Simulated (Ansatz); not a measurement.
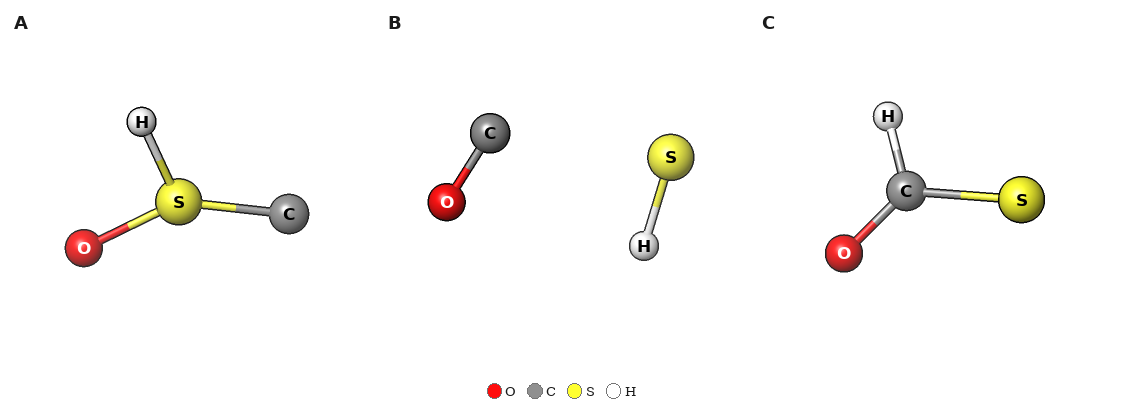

3 stationary structures of one formula. Charge −1, singlet. Geometries: PBE0-D4/def2-TZVPD. Electronic energies: PBE0-D4/def2-TZVPPD (Ansatz 0.2.0), without zero-point energy. No frequency run is at hand to confirm each as a minimum.

**Rank them by energy, lowest first.**

C is lowest (Cs); B lies 97.2 kJ/mol above it (Cs), A lies 489.1 kJ/mol above it (Cs).
